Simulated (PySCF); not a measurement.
# C2H4GaO: the cost of one run

Computed with PySCF 2.14.0 and routines of our own; the level stands in each step. Atoms count from 0.

## 1. The system as given

8 atoms, charge -1, multiplicity 1; geometry from: PBE0-D3(BJ)/def2-SVP.

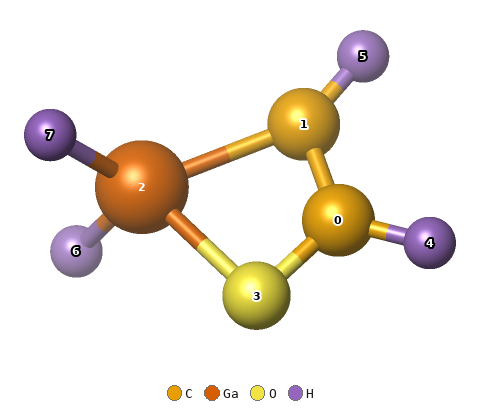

The starting geometry (carbon amber, gallium orange, oxygen yellow, hydrogen purple); sticks join atoms by distance alone.

## 2. Magnetic properties: GIAO B97-D/aug-pcSseg-1

The job: settings as JSON, then the geometry in Å.

```
{"job": {"kind": "mag", "xc": "B97-D", "basis": "aug-pcSseg-1"}, "charge": -1, "multiplicity": 1}
C      0.483801    -1.465120    -0.165377
C     -0.055507    -0.220614    -0.205960
Ga    -1.831758    -1.131832    -0.232347
O     -0.353306    -2.498841    -0.164937
H      1.569396    -1.716561    -0.131446
H      0.531453     0.702443    -0.209774
H     -2.693220    -1.282729    -1.588533
H     -2.764712    -1.221239     1.081288
```

Level: GIAO B97-D/aug-pcSseg-1 magnetisability, rotational g tensor and spin-rotation constants, non-relativistic, gas phase.

Run with:

```sh
OMP_NUM_THREADS=1 python excited_run.py task.json out
```

This one command runs all jobs of the session in turn.

Q: Estimate the wall time and peak memory of this first job on 1 thread of Arm Neoverse V1, shared host.

About 25 s, with a peak of 0.57 GiB.
